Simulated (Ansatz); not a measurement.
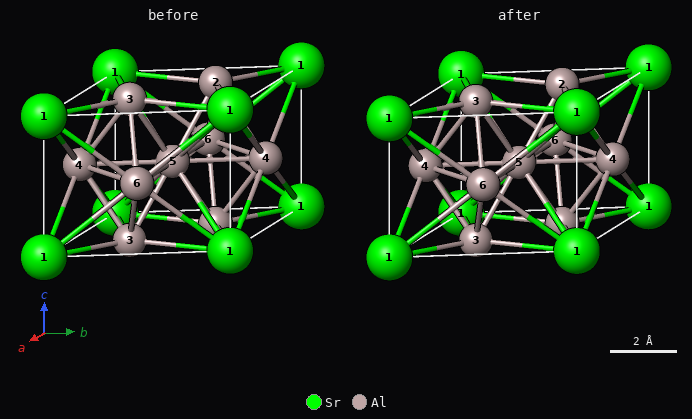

The structure of a crystal of SrAl5 (a generated structure, set up in P6/mmm) before (left) and after (right) a relaxation, at one scale.

Style: ball-and-stick. Shown: the cell of the calculation, slightly off an axis.

Computed with DFT PBE, scalar-relativistic, plane waves, PAW in Ansatz 0.2.0. (plane-wave cutoff 420 eV; k-point mesh 12 × 12 × 8; occupations gaussian; smearing width 0.1 eV; no spin polarisation; cell and atoms relaxed; force threshold 0.01 eV/Å; at most 80 steps)

Summarise the run.

The energy falls by 0.8 meV per atom in 3 accepted moves (4 points after the start). All forces vanish by symmetry, so only the cell relaxes. The pressure goes from −0.21 to 0.04 GPa. The SCF was repeated once at an unchanged geometry on a basis and grid sized afresh for the cell, which shifted the energy by less than 0.05 meV per atom at most. The atoms keep their places relative to the cell (all moves are under 0.005 Å). The volume changes by −0.1 %, with a = b 5.728 → 5.764 Å (+0.6 %), c 4.443 → 4.381 Å (−1.4 %). Near-neighbour distances that change, for instance: Sr1–Al2 3.307 → 3.328 Å, Al2–Al4 2.769 → 2.751 Å, Al4–Al5 2.864 → 2.882 Å, Sr1–Al4 3.624 → 3.620 Å. The space group stays P6/mmm (No. 191). Cost: 63 s on 1 thread of Arm Neoverse V2, on a shared host, peak memory 0.48 GiB.
